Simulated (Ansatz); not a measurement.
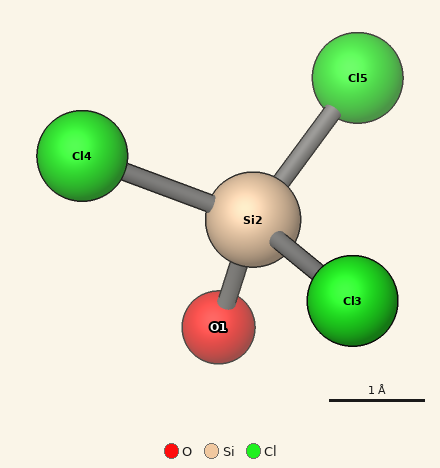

The structure as given in the input (ball-and-stick view, seen at a tilt; atoms are numbered from 1 in the order of the input). Bond lengths as drawn: Cl–Si 2.02 Å and O–Si 1.66 Å.

**Run report: SiCl3O, frequency calculation**

System: SiCl3O, multiplicity 2, SMILES [O][Si](Cl)(Cl)Cl.
Method: HF/6-31G*, UHF (Ansatz 0.2.0).

The geometry was optimised with HF/6-31G*. Figures and captions count atoms from 1; the log counts them from 0 in places.

## The program's output
```
Functional definition: HF
  name "HF"
  exchange = exact_x
  correlation = 0
881 factors; integrals over basis functions are off by at most 1.0e-4 eV
mean field evaluation 1: about -47400.3615 eV, gradient 3.7e1 eV
mean field evaluation 2: about -47400.4335 eV, gradient 3.7e1 eV
mean field evaluation 4: about -47410.6683 eV, gradient 1.7e1 eV
mean field evaluation 8: about -47412.2587 eV, gradient 3.2e-1 eV
mean field evaluation 16: about -47412.2630 eV, gradient 1.8e-4 eV
mean field evaluation 32: about -47412.2342 eV, gradient 6.5e-2 eV
mean field evaluation 64: about -47412.2196 eV, gradient 8.2e-2 eV
mean field evaluation 96: about -47404.9107 eV, gradient 1.4e1 eV
mean field evaluation 128: about -47412.1453 eV, gradient 1.6e0 eV
mean field -47412.26300378 eV, -1742.3685282026 hartree, gradient 4.2e-6 eV, S^2 0.755810; 2 other end points of the search recorded, 0 dependent functions left out
the calculation of the forces begins
reference -47412.26300378 eV, -1742.3685282026 hartree; 37, 36 occupied and 54, 55 virtual orbitals, 881 factors
these checks for a lower state are left out or cut short: stability, starts, cluster_reference, orbital_swaps, neighbouring_geometries, increment
881 factors; integrals over basis functions are off by at most 1.0e-4 eV
mean field -47412.26297716 eV, -1742.3685272247 hartree, gradient 2.2e-6 eV, S^2 0.755816; 0 other end points of the search recorded, 0 dependent functions left out
[... from here on the field's lines of each further geometry are left out, up to the last ...]
the calculation of the forces begins
reference -47412.26299227 eV, -1742.3685277799 hartree; 37, 36 occupied and 54, 55 virtual orbitals, 881 factors
these checks for a lower state are left out or cut short: stability, starts, cluster_reference, orbital_swaps, neighbouring_geometries, increment
881 factors; integrals over basis functions are off by at most 1.0e-4 eV
mean field -47412.26299241 eV, -1742.3685277849 hartree, gradient 6.4e-6 eV, S^2 0.755812; 0 other end points of the search recorded, 0 dependent functions left out
the calculation of the forces begins
reference -47412.26299241 eV, -1742.3685277849 hartree; 37, 36 occupied and 54, 55 virtual orbitals, 881 factors
Total energy: -47412.26300378 eV, -1742.3685282026 hartree
Atom 0 at     0.832952    -1.037979     1.083594 Å, force    -0.000159     0.000145    -0.000139 eV/Å
Atom 1 at     0.034965    -0.032847     0.029522 Å, force    -0.000123    -0.000063    -0.000188 eV/Å
Atom 2 at    -1.542101     0.834219     0.956734 Å, force    -0.000030    -0.000113     0.000154 eV/Å
Atom 3 at    -0.565509    -1.245552    -1.472367 Å, force     0.000134     0.000058     0.000204 eV/Å
Atom 4 at     1.289592     1.408558    -0.638982 Å, force     0.000178    -0.000027    -0.000031 eV/Å
Dipole moment:    -0.044700     0.065761    -0.055663 e Å
Vibrations: 82.82 178.97 251.63 254.33 272.68 484.46 662.79 669.57 939.42 cm⁻¹, zero-point energy 0.235364 eV
```

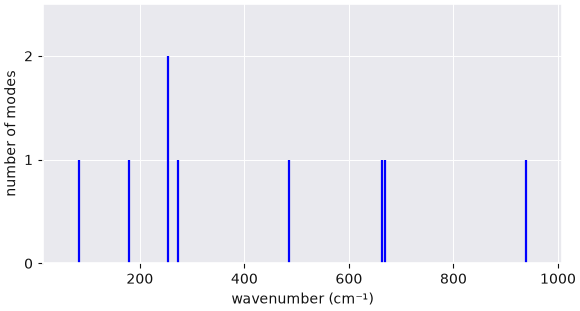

Harmonic vibrational wavenumbers from the force constants; neighbouring modes closer than 4 cm⁻¹ are counted in one stick. 9 modes from 83 to 939 cm⁻¹, none imaginary.

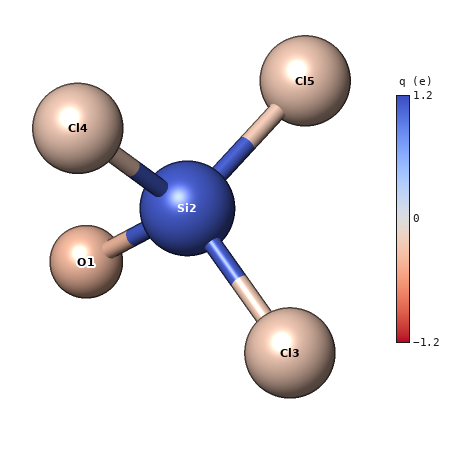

Mulliken charges, as the colour of each atom (ball-and-stick view, seen at a tilt; atoms are numbered from 1 in the order of the input; Mulliken charges depend strongly on the basis). By element: O −0.36, Si +1.10 and Cl −0.25 to −0.24 e.

This output came from the following input.

## Input
```yaml
crystal:
  periodic: [false, false, false]
  atoms:
    - symbol: O
      position_ang: [0.832952, -1.037979, 1.083594]
    - symbol: Si
      position_ang: [0.034965, -0.032847, 0.029522]
    - symbol: Cl
      position_ang: [-1.542101, 0.834219, 0.956734]
    - symbol: Cl
      position_ang: [-0.565509, -1.245552, -1.472367]
    - symbol: Cl
      position_ang: [1.289592, 1.408558, -0.638982]
basis:
  gaussian: {orbitals: "6-31G*"}
magnetization: {spin_polarized: true, initial_magnetization: 1}
hamiltonian: {xc: hf}
phonons: {temperatures: {t_min: 298.15, t_max: 298.15, t_step: 1}}
```

Launch command:
```bash
ansatz run molecule.yaml --threads 1 --pin off --max-ram 3480MiB --events-out events.jsonl --progress --plain --runs-dir runs
```

## Key numbers

- outcome: converged
- total energy: −1742.368528 hartree
- basis functions: 91
- largest force: 0.000 eV/Å
- ⟨S²⟩: 0.756
- zero-point energy: 0.008649 hartree
- dipole moment: 0.47 D
- wavenumbers, lowest and highest: 83 and 939 cm⁻¹
- hardware: 1 thread of Arm Neoverse V2, 112 GiB of memory available, shared host
- wall time: 80 s
- peak memory: 0.32 GiB
